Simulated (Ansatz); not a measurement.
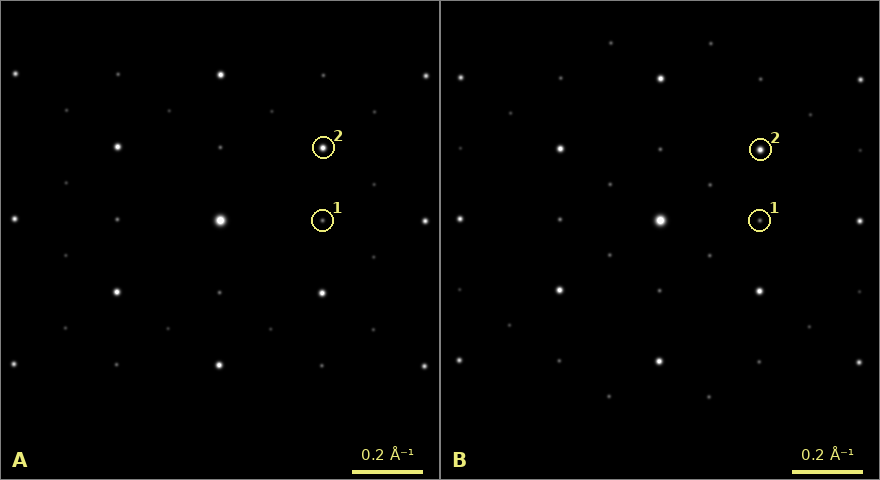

Kinematic electron diffraction patterns (300 kV, B = 0.5 Å², same scale) along [010] of the run's own cell, for the start and the end of one relaxation of Rb2Cl6F with DFT, PAW plane waves, r2scan (Ansatz). k mesh 6×6×6. The start is a generated model structure, and the relaxation ends in the nearest stationary point of its symmetry, not necessarily the ground state. Spot 1 is -1 0 1 and spot 2 is 0 0 2 in both.

Start structure:

```
CELL_PARAMETERS angstrom
0.00000 4.94380 4.94380
4.94380 0.00000 4.94380
4.94380 4.94380 0.00000
ATOMIC_POSITIONS crystal
F 0.00000 0.00000 0.00000
Rb 0.25000 0.25000 0.25000
Rb 0.75000 0.75000 0.75000
Cl 0.23700 0.76300 0.76300
Cl 0.76300 0.23700 0.76300
Cl 0.76300 0.23700 0.23700
Cl 0.23700 0.76300 0.23700
Cl 0.76300 0.76300 0.23700
Cl 0.23700 0.23700 0.76300
```

Q: Which pattern belongs to the start structure, and which to the relaxed one?

A: B is the start: its cell gives d(1) = 3.496 Å, d(2) = 2.854 Å and an angle of 35.3°. A is the relaxed structure, with d(1) = 3.404 Å (-2.6 %), d(2) = 2.779 Å (-2.6 %) and 35.3°.

Q: Name reflections whose intensity changes strongly on relaxation.

A: 0 0 1 fades out of sight.

Q: What did the relaxation do to the structure and the energy?

A: The volume changed by -7.7 % to 24.80 Å³ an atom; with the mean shift removed, the atoms moved by up to 0.17 Å relative to the cell (Cl most); the space group stayed Fm-3m (No. 225); the free energy fell by 31 meV an atom. Relaxed cell: a = 6.808 Å, b = 6.808 Å, c = 6.808 Å, α = 60.00°, β = 60.00°, γ = 60.00°.
